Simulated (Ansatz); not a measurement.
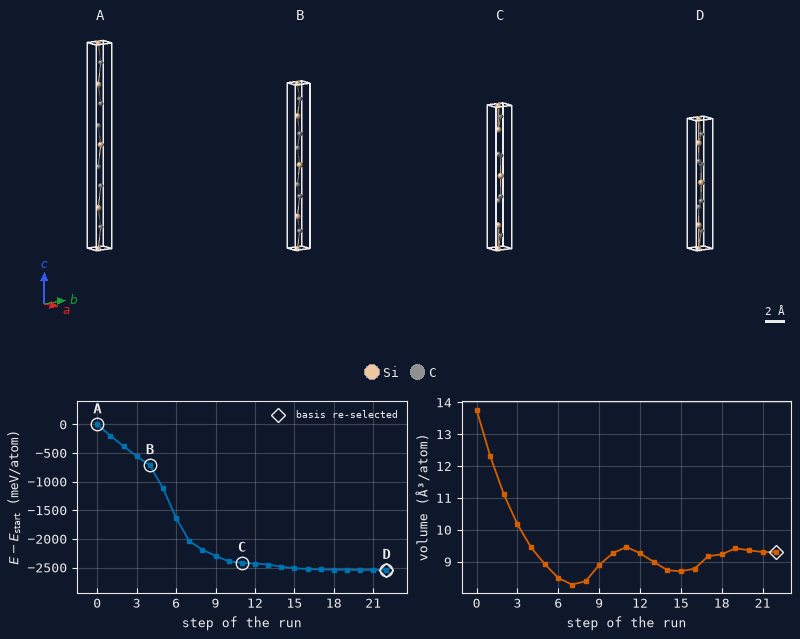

Frames of a relaxation of crystalline Si2C3 (a generated structure, set up in P-6m2) (coarse preliminary run), marked on the history of the run. Style: ball-and-stick. Shown: the cell of the calculation, slightly off an axis.

Computed with Ansatz 0.2.0, DFT PBE, scalar-relativistic, plane waves, PAW. (plane-wave cutoff 420 eV; k-point mesh 6 × 6 × 1; occupations gaussian; smearing width 0.1 eV; no spin polarisation; cell and atoms relaxed; force threshold 0.04 eV/Å; at most 70 steps)

What happens along the run?

The energy falls by 2542 meV per atom in 21 accepted moves (22 points after the start). Largest force component: 0.41 eV/Å at the start, 0.021 eV/Å at the end. Pressure: −20.27 GPa at the start and 0.08 GPa at the end. The SCF was repeated once at an unchanged geometry on a basis and grid sized afresh for the cell, which shifted the energy by 0.5 meV per atom at most. The largest moves relative to the cell, 1.06 Å, are those of C atoms. By element the largest moves are C 1.06 Å, Si 0.22 Å. The drawn cell changes as follows: a = b 2.674 → 2.766 Å (+3.5 %), c 22.233 → 14.037 Å (−36.9 %); the volume changes by −32.4 %. Near-neighbour distances that change, for instance: C–Si 4.447 → 1.967 Å, C–Si 4.447 → 2.002 Å, Si–Si 4.447 → 2.584 Å, C–C 2.707 → 1.664 Å. New bonds form: C–C (2.71 → 1.66 Å), C–Si (4.45 → 1.97 Å), C–Si (4.45 → 2.00 Å). The space group stays P-6m2 (No. 187). From step 0 to 4: C atoms move most (0.20 Å), volume −31.4 %, energy −712 meV per atom. From step 4 to 11: C atoms move most (0.80 Å), volume +0.2 %, energy −1705 meV per atom. From step 11 to 22: C atoms move most (0.58 Å), volume −1.7 %, energy −125 meV per atom.

Limits of the set-up: the k-point mesh is coarse for a cell with partly filled bands.
